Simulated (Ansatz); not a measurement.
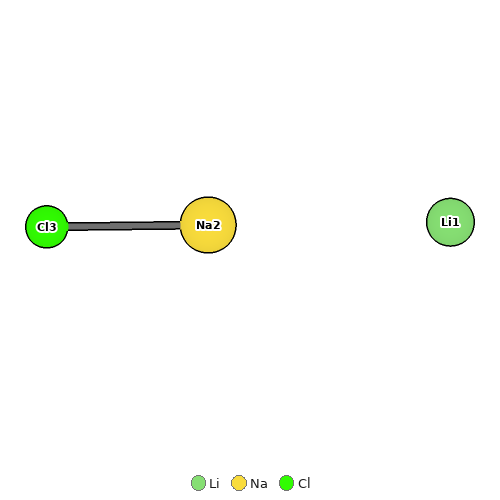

The system is Li + NaCl, spin multiplicity 2; the picture shows the reference structure. 
- First axis: distance Li1–Na2. Second axis: distance Na2–Cl3.
- Nothing is relaxed (the angle Li1–Na2–Cl3 is fixed at 180 degrees).
- The scan uses a 13 × 13 grid.
- Energies are in kJ/mol, from Li far from the relaxed NaCl (each part in its own basis).
- The calculation used UHF-MP2, frozen core/def2-TZVPD in Ansatz.

Its coordinates:

```xyz
3

Li   -3.6140    0.0000    0.0000
Na    0.0000    0.0000    0.0000
Cl    2.4080    0.0000    0.0000
```

Range: distance Li1–Na2 from 2.352 to 3.952 Å; distance Na2–Cl3 from 2.144 to 3.744 Å.

What will the energy surface look like?

The lowest grid point is at distance Li1–Na2 = 3.614 Å, distance Na2–Cl3 = 2.408 Å, −19 kJ/mol from Li far from the relaxed NaCl (each part in its own basis). No other kind of well shows on this grid. The highest grid point, distance Li1–Na2 = 2.352 Å, distance Na2–Cl3 = 3.744 Å, lies 200 kJ/mol above the lowest.

| distance Na2–Cl3 ↓, distance Li1–Na2 → | 2.352 | 2.415 | 2.508 | 2.616 | 2.736 | 2.865 | 3.002 | 3.146 | 3.296 | 3.453 | 3.614 | 3.781 | 3.952 |
| --- | --- | --- | --- | --- | --- | --- | --- | --- | --- | --- | --- | --- | --- |
| 3.744 | 181 | 171 | 158 | 146 | 136 | 127 | 121 | 118 | 115 | 115 | 116 | 118 | 120 |
| 3.573 | 164 | 154 | 141 | 129 | 119 | 110 | 104 | 100 | 98 | 98 | 98 | 100 | 103 |
| 3.406 | 146 | 136 | 123 | 111 | 101 | 92 | 86 | 82 | 80 | 80 | 80 | 82 | 84 |
| 3.245 | 127 | 117 | 105 | 93 | 82 | 74 | 68 | 64 | 62 | 61 | 62 | 63 | 65 |
| 3.088 | 109 | 99 | 86 | 74 | 64 | 56 | 50 | 46 | 43 | 43 | 43 | 44 | 46 |
| 2.938 | 91 | 81 | 69 | 57 | 47 | 39 | 32 | 28 | 26 | 25 | 25 | 26 | 28 |
| 2.794 | 75 | 65 | 53 | 41 | 31 | 23 | 17 | 12 | 10 | 9 | 9 | 10 | 12 |
| 2.657 | 61 | 52 | 39 | 28 | 18 | 9 | 3 | −1 | −4 | −5 | −5 | −4 | −2 |
| 2.528 | 51 | 42 | 30 | 18 | 8 | 0 | −6 | −10 | −13 | −14 | −14 | −14 | −12 |
| 2.408 | 47 | 38 | 26 | 14 | 4 | −4 | −10 | −14 | −17 | −18 | −19 | −18 | −17 |
| 2.300 | 50 | 41 | 29 | 17 | 7 | −1 | −7 | −11 | −14 | −16 | −16 | −16 | −15 |
| 2.207 | 60 | 51 | 39 | 28 | 18 | 10 | 3 | −1 | −4 | −6 | −6 | −6 | −5 |
| 2.144 | 72 | 63 | 51 | 40 | 30 | 22 | 16 | 12 | 9 | 7 | 6 | 7 | 8 |

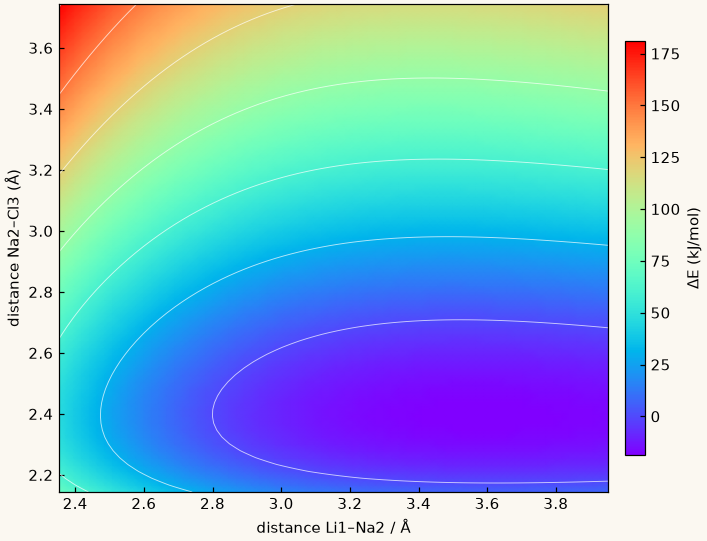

The picture shows a smooth colour map with a few white contour lines. Between grid points the surface is interpolated.

Each point was launched as `ansatz run input.yaml --threads 1 --pin off --max-ram 2560MiB --backend cpu --events-out ev --progress --plain --runs-dir out`. Time for the 169 points that were run: 11 min on 1 thread of Arm Neoverse V1, with other jobs on the host.
